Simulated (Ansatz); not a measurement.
The compound is TcO2 (1T sheet).

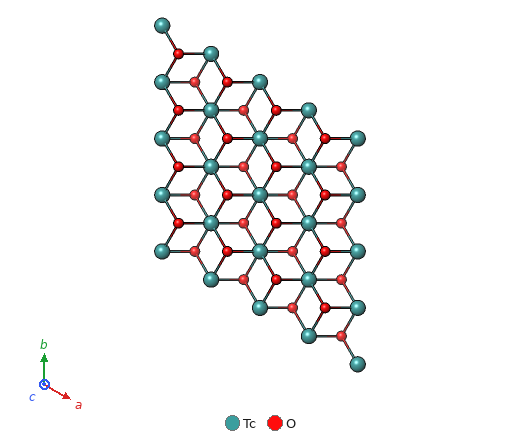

The structure (technetium teal, oxygen red). 4×4×1 cells are drawn. Some periodic images of atoms are drawn too.

The cell holds 3 atoms: 1 Tc and 2 O. Its edges and angles: a = 2.758 Å, b = 2.758 Å, c = 28.793 Å, α = 90.0°, β = 90.0°, γ = 120.0°. Vacuum lies along c.

```xyz
3
Lattice="1.9505 -1.9505 0.0000 -1.9505 0.0000 -1.9505 16.6236 16.6236 -16.6236" Properties=species:S:1:pos:R:3
Tc    5.3395    5.3395   -5.3395
O     5.4039    5.4039   -7.3543
O     5.2751    3.3246   -5.2751
```

The structure was relaxed with PBEsol. The structure was generated from a model, not taken from a measurement. The runs that relaxed it are not among those shown. The program's search for lower electronic states was switched off, so nothing shows that the state found is the lowest. PAW set soft_2, made with PBE.

A constrained-RPA run (Ansatz 0.2.0; non-magnetic PBEsol; Tc t2g + anion p, bands v8 to c1, 6×6×1 mesh, medium accuracy) builds 9 functions on bands 9.9 eV wide, with 15.0 electrons in the window. The bare on-site interaction is 15.7 eV and the bare J 0.66 eV.

What U and J survive the screening?

On the Tc t2g shell, U = 5.96 eV (38 % of the bare value), U′ = 4.97 eV, J = 0.49 eV.

The parent state is non-magnetic and the interaction static (zero frequency); U depends on the window and the orbitals, so it belongs to this model alone. A window that holds the anion p bands defines a model with explicit ligands; its U belongs to that model and is not the U of DFT+U.

[Paths, hosts, dates, memory and timing lines, banners, echoed tables and standing remarks are left out of the program output.]

[Logs are printed without paths, hosts, clocks, repeated set-up lines and the standing remarks that a program may print on its own settings, such as how far it seeks lower states.]

[Runs of the session that timed out or met a known fault of the program may be left out.]

[Hosts, paths, dates, database ids (printed as entryN), source tags and the programs' standing remarks are cut or masked in the printed files.]
